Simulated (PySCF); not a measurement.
# SiF$_{2}$: single-point calculation

SiF$_{2}$, computed with MP2/STO-3G, RHF (PySCF 2.14.0).

The geometry comes from this level: GFN2-xTB.

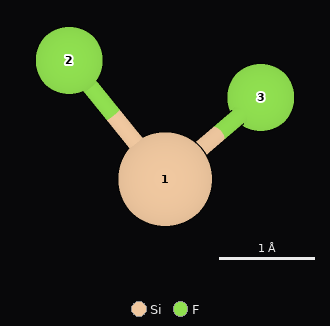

Fig. 1: The structure as given in the input (ball-and-stick view, seen at a tilt; atoms are numbered from 1 in the order of the input). Bond lengths as drawn: F–Si 1.62 Å.

**Key numbers**

- outcome: converged
- total energy: −481.757075 hartree
- SCF energy: −481.686963 hartree
- correlation energy: −0.070112 hartree
- basis functions: 19
- HOMO of the SCF reference: −7.18 eV
- LUMO of the SCF reference: 6.68 eV
- hardware: 1 thread of Arm Neoverse V1, 24 GiB of memory available, shared host
- wall time: 0.95 s
- peak memory: 0.12 GiB

**Input (job.py)**
```python
# SiF2
from pyscf import gto, mp

mol = gto.M(
    atom='geometry.xyz',
    basis='sto-3g',
    spin=0,
    charge=0,
    verbose=4,
    max_memory=1860,
)

mf = mol.RHF()
mf.conv_tol = 1e-10
mf.kernel()
if not mf.converged:
    mf = mf.newton().run(mf.mo_coeff, mf.mo_occ)

pt = mp.MP2(mf, frozen=7).run()
e_final = pt.e_tot
print('Final energy', e_final)
```

**File geometry.xyz**
```
3

Si     0.004220    -0.007680    -0.744810
F      1.165930    -0.017340     0.380560
F     -1.170150     0.025020     0.364240
```

Command:
```bash
OMP_NUM_THREADS=1 python job.py
```

**Log**
```
PySCF version 2.14.0

[INPUT] num. atoms = 3
[INPUT] num. electrons = 32
[INPUT] charge = 0
[INPUT] spin (= nelec alpha-beta = 2S) = 0
[INPUT] symmetry False subgroup None
[INPUT] Mole.unit = angstrom
[INPUT] Symbol           X                Y                Z      unit          X                Y                Z       unit  Magmom
[INPUT]  1 Si     0.004220000000  -0.007680000000  -0.744810000000 AA    0.007974644246  -0.014513096637  -1.407486914837 Bohr   0.0
[INPUT]  2 F      1.165930000000  -0.017340000000   0.380560000000 AA    2.203288380414  -0.032767851000   0.719154173964 Bohr   0.0
[INPUT]  3 F     -1.170150000000   0.025020000000   0.364240000000 AA   -2.211263024660   0.047280947637   0.688313843612 Bohr   0.0

nuclear repulsion = 100.838229174653
number of shells = 11
number of NR pGTOs = 57
number of NR cGTOs = 19
basis = sto-3g
ecp = {}

******** <class 'pyscf.scf.hf.RHF'> ********
method = RHF
initial guess = minao
damping factor = 0
level_shift factor = 0
DIIS = <class 'pyscf.scf.diis.CDIIS'>
diis_start_cycle = 1
diis_space = 8
diis_damp = 0
SCF conv_tol = 1e-10
SCF conv_tol_grad = None
SCF max_cycles = 50
direct_scf = True
direct_scf_tol = 1e-13
Set gradient conv threshold to 1e-05
Initial guess from minao.
init E= -481.360589527652
  HOMO = -0.297919338721244  LUMO = 0.0675572047863456  gap/eV = 9.94512
cycle= 1 E= -481.579887544836  delta_E= -0.219  |g|= 0.441  |ddm|= 2.07
  HOMO = -0.23899689428323  LUMO = 0.208012733514777  gap/eV = 12.16375
cycle= 2 E= -481.679640667723  delta_E= -0.0998  |g|= 0.128  |ddm|= 1.04
  HOMO = -0.264629930298581  LUMO = 0.243075811645028  gap/eV = 13.81538
cycle= 3 E= -481.686414224808  delta_E= -0.00677  |g|= 0.0231  |ddm|= 0.189
  HOMO = -0.264925066330529  LUMO = 0.246033759860994  gap/eV = 13.90390
cycle= 4 E= -481.68692863448  delta_E= -0.000514  |g|= 0.00532  |ddm|= 0.0822
  HOMO = -0.263943934447394  LUMO = 0.245291420826093  gap/eV = 13.85700
cycle= 5 E= -481.686961092716  delta_E= -3.25e-05  |g|= 0.00134  |ddm|= 0.0193
  HOMO = -0.264038972366191  LUMO = 0.245534791395979  gap/eV = 13.86621
cycle= 6 E= -481.68696270619  delta_E= -1.61e-06  |g|= 0.000189  |ddm|= 0.00402
  HOMO = -0.263971471809663  LUMO = 0.245496084881117  gap/eV = 13.86332
cycle= 7 E= -481.686962746393  delta_E= -4.02e-08  |g|= 2.45e-05  |ddm|= 0.000686
  HOMO = -0.263969518679973  LUMO = 0.245497685720657  gap/eV = 13.86331
cycle= 8 E= -481.686962746873  delta_E= -4.8e-10  |g|= 6.63e-06  |ddm|= 6.63e-05
  HOMO = -0.263969044893837  LUMO = 0.245497796755486  gap/eV = 13.86330
cycle= 9 E= -481.686962746907  delta_E= -3.34e-11  |g|= 2.24e-06  |ddm|= 1.66e-05
  HOMO = -0.263968796380059  LUMO = 0.245497682113758  gap/eV = 13.86329
Extra cycle  E= -481.686962746909  delta_E= -2.73e-12  |g|= 9.5e-07  |ddm|= 4.68e-06
converged SCF energy = -481.686962746909

******** <class 'pyscf.mp.mp2.RMP2'> ********
nocc = 9, nmo = 12
frozen orbitals 7
E(RMP2) = -481.757075181701  E_corr = -0.0701124347914096
E(SCS-RMP2) = -481.75815162776  E_corr = -0.0711888808503348
E_corr(same-spin) = -0.0149377394992578
E_corr(oppo-spin) = -0.0551746952921518
Final energy -481.75707518170066
```

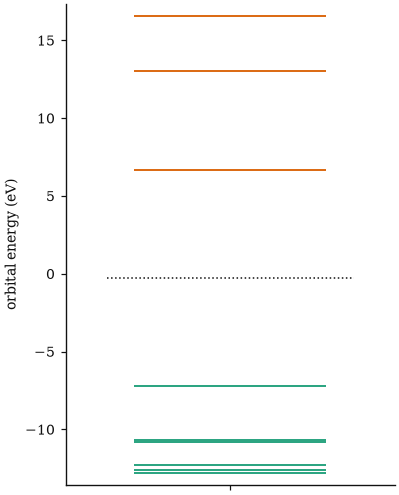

Fig. 2: Orbital energies near the frontier (SCF reference); the dotted line parts filled from empty levels, and levels within 0.02 eV of each other stand side by side. Highest filled −7.18 eV, lowest empty 6.68 eV, 13.86 eV apart.
